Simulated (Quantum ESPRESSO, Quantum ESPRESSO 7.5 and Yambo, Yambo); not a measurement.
**GaP (F-43m): G0W0 on several meshes in Yambo**

How does the mesh move the gap of GaP (F-43m)?

Main program and level: Quantum ESPRESSO 7.5 and Yambo 5.3.0; PBE and many-body steps on it, plane waves.

## Step 1: Set-up

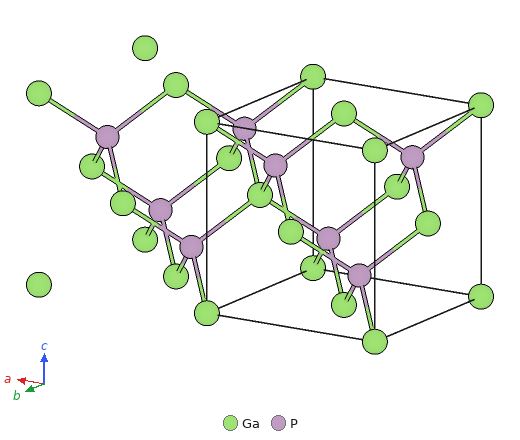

Start, viewed from a free direction; gallium green, phosphorus pink. 2×1×1 cells are drawn. This picture shows the conventional cell, with its axes. Bonds to atoms that aren't drawn are left out. Some periodic images of atoms are drawn too.

Coordinates:

```cif
data_structure
_symmetry_space_group_name_H-M 'F-43m'
_symmetry_Int_Tables_number 216
_cell_length_a 5.4505
_cell_length_b 5.4505
_cell_length_c 5.4505
_cell_angle_alpha 90.000
_cell_angle_beta 90.000
_cell_angle_gamma 90.000
_cell_volume 161.92
loop_
_atom_site_label
_atom_site_type_symbol
_atom_site_symmetry_multiplicity
_atom_site_Wyckoff_symbol
_atom_site_fract_x
_atom_site_fract_y
_atom_site_fract_z
_atom_site_occupancy
Ga1 Ga 4 a 0.00000 0.00000 0.00000 1
P1 P 4 d 0.25000 0.25000 0.75000 1
```

The cell and positions come from the Crystallography Open Database and are kept as given unless a step says otherwise.

## Step 2: Empty states on the mesh, 6×6×6 mesh, 268 bands

This step: Quantum ESPRESSO 7.5; DFT, PBE, plane waves, norm-conserving pseudopotentials.

The sums over transitions need many empty states on a uniform mesh; this step solves for them.

The input, pw.in:

```
&control
  calculation = 'nscf'
  prefix = 'x'
  outdir = 'o'
  pseudo_dir = 'pseudo'
/
&system
  ibrav = 0
  nat = 2
  ntyp = 2
  ecutwfc = 72.0
  nbnd = 268
  force_symmorphic = .true.
/
&electrons
  conv_thr = 1e-9
  electron_maxstep = 80
  diago_full_acc = .true.
  diago_thr_init = 5e-6
/
ATOMIC_SPECIES
  Ga 69.723 Ga.upf
  P 30.974 P.upf
CELL_PARAMETERS angstrom
  0.0000000000 2.7252500000 2.7252500000
  2.7252500000 0.0000000000 2.7252500000
  2.7252500000 2.7252500000 0.0000000000
ATOMIC_POSITIONS crystal
  Ga 0.0000000000 0.0000000000 0.0000000000
  P 0.2500000000 0.2500000000 0.2500000000
K_POINTS automatic
  6 6 6 0 0 0
```

Command:

```console
$ OMP_NUM_THREADS=1 mpirun -n 4 pw.x -nk 4 -in pw.in > pw.out
```

The log of the run:

```text
Program PWSCF v.7.5 starts

     This program is part of the open-source Quantum ESPRESSO suite
     for quantum simulation of materials; please cite
         "P. Giannozzi et al., J. Phys.:Condens. Matter 21 395502 (2009);
         "P. Giannozzi et al., J. Phys.:Condens. Matter 29 465901 (2017);
         "P. Giannozzi et al., J. Chem. Phys. 152 154105 (2020);
     in publications or presentations arising from this work. More details at

     Atomic positions and unit cell read from directory:
     o/x.save/

     Message from routine setup:
[...]
76.9712  79.6905  79.8352  80.8653  80.8653  81.0900  82.4248  83.2170
     [... 22 further rows ...]
   188.2811 188.4097 189.2828 189.2828 189.7690 190.6614 190.6614 190.8924
   193.2193 193.2193 193.7649 194.0649

          k =-0.3536-0.3536 0.3536 (  2824 PWs)   bands (ev):

     [... further k-points ...]

     highest occupied, lowest unoccupied level (ev):     7.6196    9.2722

     XML data file, pseudopotentials, collected wavefunctions

=------------------------------------------------------------------------------=
   JOB DONE.
=------------------------------------------------------------------------------=
```

The job ended after 35 s (4 MPI ranks of Arm Neoverse V1, shared host; peak memory 0.47 GiB; 2.3 min of CPU time).

Numbers from this step:

- gap: 1.653 eV
- k of the valence top: 0, 0, 0
- k of the conduction bottom: 0, -0.5, -0.5
- least direct gap: 1.817 eV
- k points computed: 16
- lowest point of the top converged band, above the valence top: 183.3216 eV

On this mesh the gap is 1.653 eV.

The density comes from a self-consistent run that is not shown.

## Step 3: Conversion and set-up

This step: Yambo 5.3.0; conversion and set-up on PBE, plane waves, norm-conserving pseudopotentials.

The states are converted to the many-body program's format and the q mesh is built.

Command:

```console
$ (cd o/x.save; p2y > p2y.log; mv SAVE ../..); yambo > setup.log
```

The log of the run:

```text
 Yambo, version 5.3.0

 [02] CORE Variables Setup
 =========================

  [02.01] Unit cells
  ==================

  Cell kind             :  FCC
  Atoms in the cell     :  Ga  P
  number of Ga atoms    :  1
  number of P  atoms    :  1

  List of atomic masses
  Mass of Ga    :  69.72300
  Mass of P     :  30.97400

  List of atomic coordinates    : [cc]
  Ga1       :  0.000000  0.000000  0.000000  order 1
  P1       :  2.574988  2.574988  2.574988  order 2

  Alat factors          :  5.149976  5.149976  5.149976 [a.u.]
  Direct lattice volume :  273.1780 [a.u.]
[...]
Q [ 1]         [rlu]:  0.000000  0.000000  0.000000
 Q [ 2]         [rlu]:  0.25176E-17  0.25176E-17  0.16667
 Q [ 3]         [rlu]:  0.50351E-17  0.50351E-17  0.33333
[...]
Q [ 8]         [rlu]:  0.51853E-17  0.16667     -0.33333
 Q [ 9]         [rlu]: -0.32791E-16  0.16667     -0.16667
 Q [10]         [rlu]:  0.25050E-16  0.33333      0.33333
     [... 4 further rows ...]
 Q [15]         [rlu]:  0.166667  0.333333 -0.333333
 Q [16]         [rlu]:  0.166667 -0.500000 -0.333333

  [03.01] X indexes
  =================

   [03.01.01] Sigma indexes
   ========================

 [06] Game Over & Game summary
```

Run time: 2.8 s. Hardware: 1 MPI rank; peak memory 0.24 GiB.

## Step 4: 6×6×6

G0W0 replaces the xc potential by the self-energy, built once from these orbitals. Only a window of levels is corrected, while the sums run over the empty bands that the input names.

This step: G0W0 on PBE, plane waves, norm-conserving pseudopotentials.

The input, gw2.in:

```
HF_and_locXC
gw0
dyson
ppa
em1d
rim_cut
RandQpts= 1000000
RandGvec= 1 RL
EXXRLvcs= 72 Ry
VXCRLvcs= 288 Ry
Chimod= "HARTREE"
% BndsRnXp
 1 | 115 |
%
NGsBlkXp= 10.5 Ry
% LongDrXp
 1 | 1 | 1 |
%
% GbndRnge
 1 | 115 |
%
DysSolver= "n"
ExtendOut
PPAPntXp= 27.21138 eV
% QPkrange
 1 | 1 | 8 | 11 |
 13 | 13 | 8 | 11 |
%
```

Command:

```console
$ OMP_NUM_THREADS=1 mpirun -n 4 yambo -F gw2.in -J gw2 -C gw2 > gw2.log
```

The log of the run:

```text
 Yambo, version 5.3.0

 [02] CORE Variables Setup
 =========================

  [... cell, symmetries and grids as in the set-up ...]

  [02.05] Energies & Occupations
  ==============================

  [X] === General ===
  [X] Electronic Temperature                        :  0.000000  0.000000 [eV K]
  [X] Bosonic    Temperature                        :  0.000000  0.000000 [eV K]
  [X] Finite Temperature mode                       : no
  [X] El. density                                   :  0.44466E+24 [cm-3]
  [X] Fermi Level                                   :  7.619618 [eV]

  [X] === Gaps and Widths ===
  [X] Conduction Band Min                           :  1.652582 [eV]
  [X] Valence Band Max                              :  0.000000 [eV]
  [X] Filled Bands                                  :   9
  [X] Empty Bands                                   :   10  268
  [X] Direct Gap                                    :  1.816923 [eV]
  [X] Direct Gap localized at k                     :  1
  [X] Indirect Gap                                  :  1.652582 [eV]
  [X] Indirect Gap between kpts                     :   1  13
  [X] Last valence band width                       :  3.261558 [eV]
  [X] 1st conduction band width                     :  2.254772 [eV]

 [03] Transferred momenta grid and indexing
 ==========================================

 IBZ Q-points                                      :  16
 BZ  Q-points                                      :  216

 K/Q-points units:
 rlu = crystal or reduced units; cc = cartesian coordinates; iku = interal k-units

 Q [ 1]         [rlu]:  0.000000  0.000000  0.000000
 Q [ 2]         [rlu]:  0.25176E-17  0.25176E-17  0.16667
 Q [ 3]         [rlu]:  0.50351E-17  0.50351E-17  0.33333
 Q [ 4]         [rlu]:  0.51853E-17  0.51853E-17 -0.50000
 Q [ 5]         [rlu]:  0.12525E-16  0.16667      0.16667
 Q [ 6]         [rlu]:  0.25267E-16  0.16667      0.33333
 Q [ 7]         [rlu]: -0.26970E-17  0.16667      0.50000
 Q [ 8]         [rlu]:  0.51853E-17  0.16667     -0.33333
 Q [ 9]         [rlu]: -0.32791E-16  0.16667     -0.16667
 Q [10]         [rlu]:  0.25050E-16  0.33333      0.33333
     [... 4 further rows ...]
 Q [15]         [rlu]:  0.166667  0.333333 -0.333333
 Q [16]         [rlu]:  0.166667 -0.500000 -0.333333

 [04] Coloumb potential Random Integration (RIM)
 ===============================================

  [04.01] RIM initialization
  ==========================

  * Diagonal components only detected *

  8 x (sBL volume)        :  0.033630 [a.u.]
  sBZ random points       :  1000000
  Points outside the sBZ  :   7968281
  RL volume               :  0.908017 [a.u.]
  Integrated volume       :  0.911631 [a.u.]

  [04.02] RIM integrals
  =====================

  Gamma point sphere radius             :  0.058550 [a.u.]
  Points outside the sphere             :   800476
  [Int_sBZ(q=0) 1/q^2]*(Vol_sBZ)^(-1/3) =:  7.776341
                                 should be <:  7.795600

  Summary of Coulomb integrals for non-metallic bands |Q|[au] RIM/Bare

  Q [1] 0.100000E-4 0.997530 * Q [2] 0.176098 1.068480
  Q [5] 0.203340 1.068537 * Q [9] 0.287567 1.030488
  Q [6] 0.337202 1.023143 * Q [3] 0.352196 1.020326
  Q [10] 0.406681 1.017560 * Q [8] 0.443170 1.014854
  Q [14] 0.454683 1.014341 * Q [7] 0.498080 1.012352
  Q [11] 0.528294 1.011710 * Q [4] 0.528294 1.011454
  Q [12] 0.575133 1.010544 * Q [15] 0.601489 1.009943
  Q [13] 0.610021 1.009481 * Q [16] 0.643018 1.008827

 [WARNING] [Xp] User bands 1-115 break level degeneracy

 [05] Dipoles
 ============

  [05.01] Setup: observables and procedures
  =========================================

 [06] Dynamic Dielectric Matrix (PPA)
 ====================================

 [WR./gw2//ndb.pp]---------------------------------------------------------------
  Brillouin Zone Q/K grids (IBZ/BZ)                :   16  216   16  216
  RL vectors                                       :   3647 [WF]
  Coulomb cutoff potential                         : none
  Electronic Temperature                           :  0.000000 [K]
  Bosonic    Temperature                           :  0.000000 [K]
  PPA    diel. fun.  energies                      : Perdew, Burke & Ernzerhof(X)+Perdew, Burke & Ernzerhof(C)
  wavefunctions                                    : Perdew, Burke & Ernzerhof(X)+Perdew, Burke & Ernzerhof(C)
  Global Gauge                                     : length
  X matrix size                                    :  169
  X band range                                     :    1  115
  X e/h energy range                               : -1.000000 -1.000000 [eV]
  X Time ordering                                  : R
  X Hxc Kernel                                     : HARTREE
  X Drude frequency                                :  0.000000  0.000000
  X poles                                          :  100.0000 [o/o]
  RL vectors in the sum                            :   3647
  [r,Vnl] included                                 : yes
  Field direction                                  :  0.577350E-5  0.577350E-5  0.577350E-5
  BZ energy Double Grid                            : no
  BZ energy DbGd points                            : 0
  BZ Q point size factor                           : -1.000000
  X Optical Averaged directions                    : none

 [07] Local Exchange-Correlation + Non-Local Fock
 ================================================

 [VXC] Plane waves :  22419
 [EXS] Plane waves :  2837

 QP @ state[ 1 ] K range:  1  1
 QP @ state[ 1 ] b range:   8  11
 QP @ state[ 2 ] K range:  13  13
 QP @ state[ 2 ] b range:   8  11

 [xc] Functional : Perdew, Burke & Ernzerhof(X)+Perdew, Burke & Ernzerhof(C)
 [xc] LIBXC used to calculate xc functional
  PP Number of Atomic Species                      :  2
  NLCC RL compoments                               :  22419
  PP Number of Atomic Species                      :  2
  NLCC RL compoments                               :  22419

 [xc] E_xc :  -10.80444 [Ha]
      E_xc :  -21.60888 [Ry]

  Local XC kind (lXC) : Perdew, Burke & Ernzerhof(X)+Perdew, Burke & Ernzerhof(C)
  Non-Local XC kind (nlXC) : Hartree-Fock

  Corrections @ K [1] :  [eV]
 <8|nlXC|8> = -14.39071  0.11463E-16 <8|lXC|8> = -12.82108  0.70806E-16
 <9|nlXC|9> = -14.39072 -0.19389E-17 <9|lXC|9> = -12.82108  0.000000
 <10|nlXC|10> = -8.269671 -0.21756E-17 <10|lXC|10> = -12.31178  0.000000
 <11|nlXC|11> = -6.935920  0.25130E-18 <11|lXC|11> = -10.87053 -0.28323E-15

  Corrections @ K [13] :  [eV]
 <8|nlXC|8> = -14.58555  0.92692E-18 <8|lXC|8> = -11.50137 -0.47204E-16
 <9|nlXC|9> = -14.58554 -0.81921E-17 <9|lXC|9> = -11.50137 -0.47204E-16
 <10|nlXC|10> = -5.692731 -0.13152E-17 <10|lXC|10> = -9.381860  0.10031E-15
 <11|nlXC|11> = -6.588212 -0.23024E-17 <11|lXC|11> = -10.53001  0.19914E-16

 [08] Dyson equation: Newton solver
 ==================================

  [08.01] G0W0 (W PPA)
  ====================

  [  GW  ] Bands range     :    1  115
  [GW/PPA] G damping       :  0.100000 [eV]

  QP @ state[ 1 ] K range:  1  1
  QP @ state[ 1 ] b range:   8  11
  QP @ state[ 2 ] K range:  13  13
  QP @ state[ 2 ] b range:   8  11

   Sc/G bands                                       :    1  115
   Sc/G damping                                     :  0.100000 ev
   Sc bands terminator                              : no
   Sx RL components                                 :  2837

   QP @ state[ 1 ] K range                          :  1  1
   QP @ state[ 1 ] b range                          :   8  11
   QP @ state[ 2 ] K range                          :  13  13
   QP @ state[ 2 ] b range                          :   8  11
   GF energies kind                                 : Perdew, Burke & Ernzerhof(X)+Perdew, Burke & Ernzerhof(C)
   GF WF`s kind                                     : Perdew, Burke & Ernzerhof(X)+Perdew, Burke & Ernzerhof(C)
   Xs energies kind                                 : Perdew, Burke & Ernzerhof(X)+Perdew, Burke & Ernzerhof(C)
   Xs WF`s kind                                     : Perdew, Burke & Ernzerhof(X)+Perdew, Burke & Ernzerhof(C)

 [11] Game Over & Game summary
```

It took 4.4 min on 4 MPI ranks; peak memory 1.6 GiB.

This step gave:

```
G0W0 gap on the points computed              : 2.183 eV
starting gap on the mesh                     : 1.653 eV
k of the valence top                         : 0, 0, 0
k of the conduction bottom                   : 0, -0.5, -0.5
least direct G0W0 gap on the computed points : 2.342 eV
Z at the valence top                         : 0.7845
Z at the conduction bottom                   : 0.8084
```

The gap on the mesh goes from 1.65 eV to 2.18 eV, a correction of +0.53 eV.

## Step 5: Empty states on the mesh, 4×4×4 mesh, 115 bands

This step: Quantum ESPRESSO 7.5; DFT, PBE, plane waves, norm-conserving pseudopotentials.

Changes to pw.in since step 2:

```diff
@@ -11,3 +11,3 @@
   ecutwfc = 72.0
-  nbnd = 268
+  nbnd = 115
   force_symmorphic = .true.
@@ -31,2 +31,2 @@
 K_POINTS automatic
-  6 6 6 0 0 0
+  4 4 4 0 0 0
```

Command:

```console
$ OMP_NUM_THREADS=1 mpirun -n 4 pw.x -nk 4 -in pw.in > pw.out
```

The log of the run:

```text
[banner, memory and clock lines left out]
Program PWSCF v.7.5 starts

     Atomic positions and unit cell read from directory:
     o/x.save/

     Message from routine setup:
     using ibrav=0 with symmetry is DISCOURAGED, use correct ibrav instead

     G-vector sticks info

     bravais-lattice index     =            0
     lattice parameter (alat)  =       7.2832  a.u.
     unit-cell volume          =     273.1780 (a.u.)^3
     number of atoms/cell      =            2
     number of atomic types    =            2
     number of electrons       =        18.00
[...]
k = 0.1768 0.1768-0.1768 (  2809 PWs)   bands (ev):

[...]
[... 3 further rows ...]
[...]
106.9058 107.6388 108.0062

          k =-0.3536-0.3536 0.3536 (  2824 PWs)   bands (ev):

[...]
75.7521  75.7521  76.7379  78.8732  79.0766  79.0766  81.4421  81.4421
     [... 3 further rows ...]
   101.5679 101.5679 101.8434 102.9181 102.9181 103.3146 104.8685 104.8685
   108.5252 108.5967 108.5967

          k = 0.3536 0.0000 0.0000 (  2826 PWs)   bands (ev):

     [... further k-points ...]

     highest occupied, lowest unoccupied level (ev):     7.6196    9.2722

     XML data file, pseudopotentials, collected wavefunctions
```

Run time: 5.6 s. Hardware: 4 MPI ranks; peak memory 0.3 GiB.

Numbers from this step:

| Item | Value |
| --- | --- |
| gap | 1.653 eV |
| k of the valence top | 0, 0, 0 |
| k of the conduction bottom | 0, -0.5, -0.5 |
| least direct gap | 1.817 eV |
| k points computed | 8 |
| lowest point of the top converged band, above the valence top | 94.8935 eV |

On this mesh the gap is 1.653 eV.

## Step 6: Conversion and set-up

This step: Yambo 5.3.0; conversion and set-up on PBE, plane waves, norm-conserving pseudopotentials.

Command:

```console
$ (cd o/x.save; p2y > p2y.log; mv SAVE ../..); yambo > setup.log
```

The log of the run:

```text
 Yambo, version 5.3.0

 [02] CORE Variables Setup
 =========================

  [02.01] Unit cells
  ==================

  Cell kind             :  FCC
  Atoms in the cell     :  Ga  P
  number of Ga atoms    :  1
  number of P  atoms    :  1

  List of atomic masses
  Mass of Ga    :  69.72300
  Mass of P     :  30.97400

  List of atomic coordinates    : [cc]
  Ga1       :  0.000000  0.000000  0.000000  order 1
  P1       :  2.574988  2.574988  2.574988  order 2

  Alat factors          :  5.149976  5.149976  5.149976 [a.u.]
  Direct lattice volume :  273.1780 [a.u.]
[...]
==========================================

 IBZ Q-points                                      :   8
 BZ  Q-points                                      :   64

 K/Q-points units:
 rlu = crystal or reduced units; cc = cartesian coordinates; iku = interal k-units

 Q [1]          [rlu]:  0.000000  0.000000  0.000000
 Q [2]          [rlu]: -0.25926E-17 -0.25926E-17  0.25000
 Q [3]          [rlu]:  0.51853E-17  0.51853E-17 -0.50000
[...]
Q [7]          [rlu]: -0.34504E-17 -0.50000     -0.50000
 Q [8]          [rlu]:  0.250000 -0.500000 -0.250000

  [03.01] X indexes
  =================

   [03.01.01] Sigma indexes
   ========================

 [06] Game Over & Game summary
```

The job ended after 2.4 s (1 MPI rank; peak memory 0.24 GiB).

[end of part 1 of 2]

[Paths, hosts, dates, memory and timing lines, banners, echoed tables and standing remarks are left out of the program output.]

[Logs are printed without paths, hosts, clocks, repeated set-up lines and the standing remarks that a program may print on its own settings, such as how far it seeks lower states.]

[Runs of the session that timed out or met a known fault of the program may be left out.]

[Hosts, paths, dates, database ids (printed as entryN), source tags and the programs' standing remarks are cut or masked in the printed files.]
